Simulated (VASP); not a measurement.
Band structure of ZrS2 (1T layered). Calculation: PBE GGA, VASP's PBE PAW potentials (set 64) (plane waves; VASP).

Without a dispersion term in the relaxation, distances and binding between the weakly bound layers, chains or molecules are unreliable, and so is what depends on them.

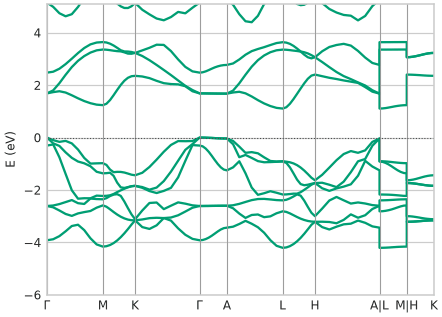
Fig. 1. Bands along high-symmetry lines, zero at the valence-band maximum or, without a gap, the Fermi level

Q: Read the plot: is there a gap, and where are the band edges?

A: The gap is indirect, 1.11 eV, from the valence maximum at Γ to the conduction minimum at L. (Edges off the drawn lines would not show.)

Measured: gap 1.70 eV (computed value off by -0.59 eV), as given by Miłosz Rybak et al., Nanomaterials (2022), arXiv:2210.12074.

The compound is ZrS2 in the 1T layered structure. It was relaxed first, which changed the volume by +14 %.
